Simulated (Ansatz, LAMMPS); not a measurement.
# Static equation of state of glassy 77SiO2-6B2O3-8CaO-8MgO (mol %) (142 atoms)

Density of this cell: 2.32 g/cm³. The cell holds 142 atoms: 37 Si, 6 B, 4 Ca, 4 Mg and 91 O. Cell: a = 12.679 Å, b = 12.955 Å, c = 12.307 Å, α = 89.8°, β = 90.1°, γ = 88.7°. The starting structure: 142 atoms (37 Si, 6 B, 4 Ca, 4 Mg, 91 O) placed at random at 2.31 g/cm³, melted at 3000 K for 20 ps at fixed volume with the Buckingham and Coulomb pair potential of Guillot and Sator (Geochim. Cosmochim. Acta 71, 1249 (2007)) with the boron terms of Wang et al. (J. Non-Cryst. Solids 498, 294 (2018)). Quenched from 3000 K to 300 K at 10 K/ps and fixed volume, held 10 ps at zero pressure.

Calculated with Ansatz 0.2.0: Kohn-Sham DFT, PBE, PAW (set soft_2), plane waves; cutoff 420 eV, Γ point, fixed occupations. Cell and atoms were relaxed first, to V0 = 14.232 Å³ an atom at a residual P0 = 0.000 GPa. The cell was then scaled evenly, and the atoms were relaxed at each volume.

| volume (Å³/atom) | pressure (GPa) |
| --- | --- |
| 12.809 | ? |
| 13.378 | 3.163 |
| 13.805 | 1.507 |
| 14.659 | -1.370 |
| 15.086 | -2.588 |

Task: Fit the third-order Birch–Murnaghan equation to the rows given and extrapolate to the withheld row.

Worked fit:

Take the Eulerian strain f = ½[(V0/V)^(2/3) − 1] and the normalised pressure F = (P − P0) / [3f(1 + 2f)^(5/2)]. The third-order Birch–Murnaghan equation is then the line F = B0 + (3/2)B0(B′ − 4) f, so u = f and v = F.

| u = f | v = F (GPa) |
| --- | --- |
| 0.0210564 | 45.1661 |
| 0.0102569 | 46.5435 |
| -0.00975654 | 49.1608 |
| -0.0190505 | 49.9069 |

With n = 4: mean u = 6.2655e-4, mean v = 47.6943, Σ(u − ū)² = 0.0010051, Σ(u − ū)(v − v̄) = -0.12150. Slope b = -0.12150 / 0.0010051 = -120.88; intercept a = v̄ − b ū = 47.770.

So B0 = a = 47.8 GPa and B′ = 4 + 2b/(3a) = 2.31. At the withheld volume f = 0.03638, F = a + b f = 43.37 GPa, and P = P0 + 3f(1 + 2f)^(5/2) F.

Prediction at 12.809: 5.643 GPa. The run gave 5.614 GPa, so the fit is high by 0.029 GPa (0.52 % of the value).

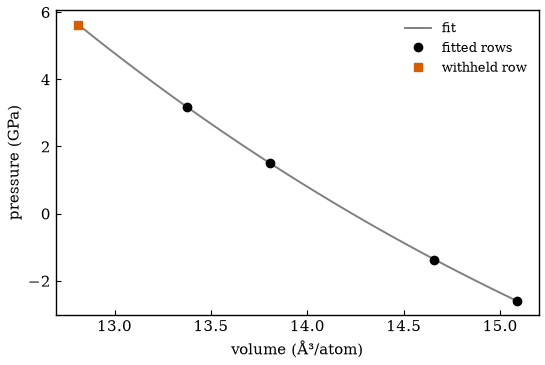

The fit, the rows that it rests on and the withheld row.

Among the rows given, the largest miss of the fit is at 15.086, by 0.0086 GPa (0.10 % of the range of the table).

Limits: Static cells at zero temperature; the cell shape is held. The program notes that the SCF threshold of these relaxations is loose for the stress. The quench rate of 10 K/ps is many orders above laboratory rates, so the cell is likely richer in defects and strain than a real sample. The network of bonds at the start is that of the classical potential that made the cell, and needn't be the one that DFT or experiment would give. Only the Γ point is sampled, in a cell whose shortest periodic width is 12 Å.

[Hosts, paths, dates, database ids (printed as entryN), source tags and the programs' standing remarks are cut or masked in the printed files.]
